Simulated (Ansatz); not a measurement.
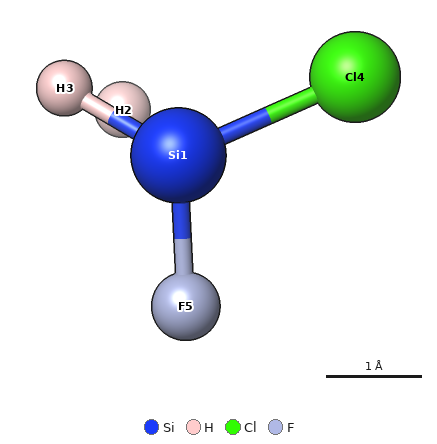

Figure 1. The structure (ball-and-stick view, seen at a tilt; atoms are numbered from 1 in the order of the input). Bond lengths as drawn: Cl–Si 2.06 Å, F–Si 1.62 Å and H–Si 1.49 Å.

# Frequency calculation, with input and output: SiH₂ClF

System: SiH₂ClF.
Method: RKS CAM-B3LYP-D4/def2-SVP (Ansatz 0.2.0).

It belongs to a series of runs on one base structure; here: vibrations at the highest image of the band. Figures and captions count atoms from 1; the log counts them from 0 in places.

The program's output:
```
Engine: ansatz 0.2.0, x86_64-unknown-linux-gnu
Functional definition: CAM-B3LYP
  parameter alpha = 0.19
  parameter beta = 0.46
  parameter omega = 0.33/bohr
  parameter ac = 0.81
  exchange = (1 - alpha - beta)*b88_x + beta*b88_x_sr(omega) + alpha*exact_x + beta*exact_x_lr(omega)
  correlation = (1 - ac)*vwn5_c + ac*lyp_c
594 factors; integrals over basis functions are off by at most 4.3e-4 eV
213 factors; integrals over basis functions are off by at most 1.1e-6 eV
mean field evaluation 1: about -23138.5163 eV, gradient 3.0e1 eV
mean field evaluation 2: about -23137.6245 eV, gradient 4.1e1 eV
mean field evaluation 4: about -23140.0695 eV, gradient 9.0e-1 eV
mean field evaluation 8: about -23140.0765 eV, gradient 9.8e-3 eV
mean field -23140.07645134 eV, -850.3821246797 hartree, gradient 5.8e-5 eV, S^2 0.000000; 0 other end points of the search recorded, 0 dependent functions left out
the calculation of the forces begins
reference -23140.07654802 eV, -850.3821282325 hartree; 21, 21 occupied and 39, 39 virtual orbitals, 594 factors
these checks for a lower state are left out or cut short: stability, starts, cluster_reference, orbital_swaps, neighbouring_geometries, increment
594 factors; integrals over basis functions are off by at most 4.4e-4 eV
213 factors; integrals over basis functions are off by at most 1.1e-6 eV
mean field evaluation 16: about -23140.0718 eV, gradient 1.6e-1 eV
mean field -23140.07637948 eV, -850.3821220387 hartree, gradient 2.6e-6 eV, S^2 0.000000; 0 other end points of the search recorded, 0 dependent functions left out
[... from here on the field's lines of each further geometry are left out, up to the last ...]
the calculation of the forces begins
reference -23140.07654001 eV, -850.3821279381 hartree; 21, 21 occupied and 39, 39 virtual orbitals, 594 factors
these checks for a lower state are left out or cut short: stability, starts, cluster_reference, orbital_swaps, neighbouring_geometries, increment
594 factors; integrals over basis functions are off by at most 4.3e-4 eV
213 factors; integrals over basis functions are off by at most 1.1e-6 eV
mean field -23140.07645175 eV, -850.3821246948 hartree, gradient 2.5e-6 eV, S^2 0.000000; 0 other end points of the search recorded, 0 dependent functions left out
the calculation of the forces begins
reference -23140.07654844 eV, -850.3821282478 hartree; 21, 21 occupied and 39, 39 virtual orbitals, 594 factors
WARN: phonons: modes at or below zero, which the zero-point energy, F, S and C_V leave out: 1, the lowest at -1521.80 cm⁻¹. A minimum has none, and a first-order saddle one
Total energy: -23140.15634195 eV, -850.3850606055 hartree
Atom 0 at     0.270847    -0.005081    -0.409799 Å, force     0.002075    -0.006229     0.007253 eV/Å
Atom 1 at     0.646202     0.108369     1.271740 Å, force     0.002537     0.000306     0.002089 eV/Å
Atom 2 at     1.501924    -0.032980     0.437443 Å, force    -0.008700    -0.001540    -0.005779 eV/Å
Atom 3 at    -0.906315     1.679955    -0.404315 Å, force    -0.001473     0.001372    -0.001741 eV/Å
Atom 4 at    -0.682658    -1.309564    -0.307571 Å, force     0.005562     0.006090    -0.001822 eV/Å
Dipole moment:     0.315763     0.043185     0.015457 e Å
Vibrations: -1521.80 246.90 555.43 594.55 662.57 904.21 928.87 1508.87 2276.79 cm⁻¹, zero-point energy 0.475987 eV
```

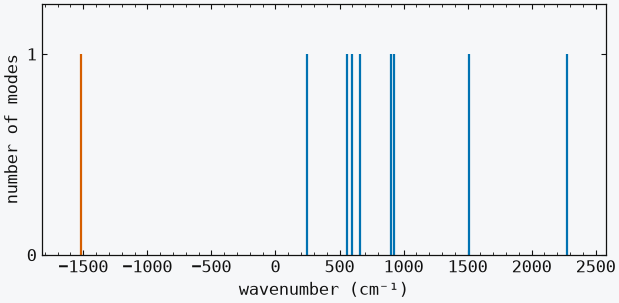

Figure 2. Harmonic vibrational wavenumbers from the force constants; neighbouring modes closer than 17 cm⁻¹ are counted in one stick, and imaginary ones are drawn at negative wavenumbers. 9 modes from 1522i to 2277 cm⁻¹, 1 imaginary beyond 8i (1522i cm⁻¹): a first-order saddle point, if the geometry is stationary.

The run was set up as follows.

The input:
```yaml
crystal:
  periodic: [false, false, false]
  atoms:
    - { symbol: Si, position_ang: [0.270847, -0.005081, -0.409799] }
    - { symbol: H, position_ang: [0.646202, 0.108369, 1.27174] }
    - { symbol: H, position_ang: [1.501924, -0.03298, 0.437443] }
    - { symbol: Cl, position_ang: [-0.906315, 1.679955, -0.404315] }
    - { symbol: F, position_ang: [-0.682658, -1.309564, -0.307571] }
basis:
  gaussian: { orbitals: def2-SVP }
hamiltonian:
  xc: cam_b3lyp
  dispersion: d4
phonons: {}
```

Run as:
```bash
ansatz run input.yaml --threads 1 --pin off --max-ram 2048MiB --backend cpu --events-out ev --progress --plain --runs-dir out
```

Key numbers:

```csv
quantity,value
outcome,converged
total energy,−23140.1563 eV
mean-field energy,−23140.0765 eV
largest force (length of the vector),0.011 eV/Å
hardware,"1 thread of AMD EPYC (Zen 3), 32 GiB of memory available, shared host"
wall time,36 s
peak memory,0.14 GiB
```
